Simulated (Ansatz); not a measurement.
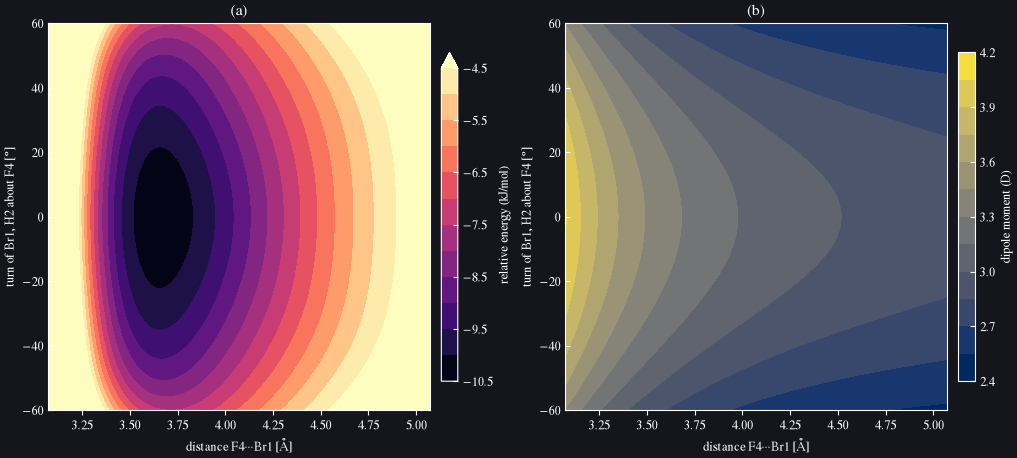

The pair BrH···FH₃Si. The turn is about an axis along (−0.45, −0.89, 0.11) in the frame of the relaxed pair, normal to the line between the partners. Coordinates scanned: (1) distance F4···Br1; (2) turn of Br1, H2 about F4. The grid has 15 × 15 points. Energies: kJ/mol, counted from the two partners far apart, frozen as in the relaxed pair, each in its own basis (no counterpoise correction). These are results of RHF/def2-SVPD in Ansatz 0.2.0, not measurements.

Panel (a) is the energy; panel (b) is the computed dipole moment, in D.

The picture shows filled contours, one colour for all values above the top of the scale. Between grid points the surface is interpolated.

> How does the dipole moment vary over the map, and what is it at the lowest grid point?

Leaving out the highest fifth of the energies, it runs from 2.54 D at distance F4···Br1 = 4.875 Å, turn of Br1, H2 about F4 = −60.0° to 3.81 D at distance F4···Br1 = 3.203 Å, turn of Br1, H2 about F4 = 0.0°. At the lowest grid point, distance F4···Br1 = 3.682 Å, turn of Br1, H2 about F4 = 0.0°, it is 3.30 D.

| turn of Br1, H2 about F4 ↓, distance F4···Br1 → | 3.072 | 3.121 | 3.203 | 3.303 | 3.418 | 3.545 | 3.682 | 3.830 | 3.985 | 4.149 | 4.320 | 4.499 | 4.683 | 4.875 | 5.072 |
| --- | --- | --- | --- | --- | --- | --- | --- | --- | --- | --- | --- | --- | --- | --- | --- |
| 60.0 | 3.44 | 3.35 | 3.23 | 3.10 | 2.98 | 2.88 | 2.80 | 2.74 | 2.68 | 2.64 | 2.61 | 2.58 | 2.56 | 2.54 | 2.52 |
| 51.4 | 3.61 | 3.52 | 3.38 | 3.25 | 3.13 | 3.02 | 2.93 | 2.86 | 2.80 | 2.76 | 2.72 | 2.69 | 2.66 | 2.64 | 2.62 |
| 42.9 | 3.75 | 3.66 | 3.52 | 3.38 | 3.25 | 3.14 | 3.04 | 2.97 | 2.91 | 2.86 | 2.82 | 2.78 | 2.76 | 2.73 | 2.71 |
| 34.3 | 3.87 | 3.77 | 3.62 | 3.48 | 3.35 | 3.23 | 3.13 | 3.06 | 2.99 | 2.94 | 2.90 | 2.86 | 2.83 | 2.81 | 2.79 |
| 25.7 | 3.95 | 3.85 | 3.71 | 3.56 | 3.42 | 3.30 | 3.21 | 3.12 | 3.06 | 3.00 | 2.96 | 2.92 | 2.89 | 2.87 | 2.84 |
| 17.1 | 4.01 | 3.91 | 3.76 | 3.61 | 3.48 | 3.36 | 3.26 | 3.17 | 3.11 | 3.05 | 3.01 | 2.97 | 2.94 | 2.91 | 2.89 |
| 8.6 | 4.05 | 3.95 | 3.80 | 3.65 | 3.51 | 3.39 | 3.29 | 3.20 | 3.14 | 3.08 | 3.03 | 2.99 | 2.96 | 2.93 | 2.91 |
| 0.0 | 4.06 | 3.96 | 3.81 | 3.66 | 3.52 | 3.40 | 3.30 | 3.21 | 3.15 | 3.09 | 3.04 | 3.00 | 2.97 | 2.94 | 2.92 |
| −8.6 | 4.05 | 3.95 | 3.80 | 3.65 | 3.51 | 3.39 | 3.29 | 3.21 | 3.14 | 3.08 | 3.03 | 3.00 | 2.96 | 2.94 | 2.91 |
| −17.1 | 4.01 | 3.91 | 3.76 | 3.62 | 3.48 | 3.36 | 3.26 | 3.18 | 3.11 | 3.05 | 3.01 | 2.97 | 2.94 | 2.91 | 2.89 |
| −25.7 | 3.95 | 3.85 | 3.71 | 3.56 | 3.42 | 3.31 | 3.21 | 3.13 | 3.06 | 3.01 | 2.96 | 2.92 | 2.89 | 2.87 | 2.85 |
| −34.3 | 3.87 | 3.77 | 3.63 | 3.48 | 3.35 | 3.23 | 3.14 | 3.06 | 2.99 | 2.94 | 2.90 | 2.86 | 2.83 | 2.81 | 2.79 |
| −42.9 | 3.76 | 3.66 | 3.52 | 3.38 | 3.25 | 3.14 | 3.04 | 2.97 | 2.91 | 2.86 | 2.82 | 2.78 | 2.76 | 2.73 | 2.71 |
| −51.4 | 3.62 | 3.52 | 3.39 | 3.25 | 3.13 | 3.02 | 2.93 | 2.86 | 2.80 | 2.76 | 2.72 | 2.69 | 2.66 | 2.64 | 2.62 |
| −60.0 | 3.44 | 3.35 | 3.22 | 3.10 | 2.98 | 2.88 | 2.80 | 2.73 | 2.68 | 2.64 | 2.61 | 2.58 | 2.56 | 2.54 | 2.52 |
